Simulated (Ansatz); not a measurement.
Level of theory: PBE (plane waves to 420 eV, PAW; Ansatz, a first-principles code).

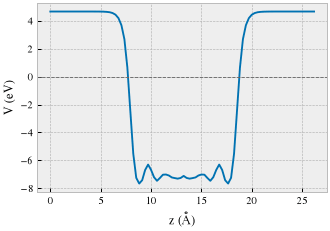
*Planar average of the electrostatic potential across the slab, in eV from the Fermi level, for the (31-43) surface of hcp Be in its 1x1 cell, outermost plane spacing 0.08 Å in the ideal cut*

Set-up: 44 atoms, 10.5 Å thick at the start (thin: gaps and levels are the slab's own); mesh 9x5x1; 0.1 eV smearing; dipole correction on; all atoms relaxed; start symmetry kept, larger cells not searched; no spin, no spin-orbit, no U.

The vacuum level lies 4.67 eV above the Fermi level over the top face and 4.67 eV above it under the bottom face.
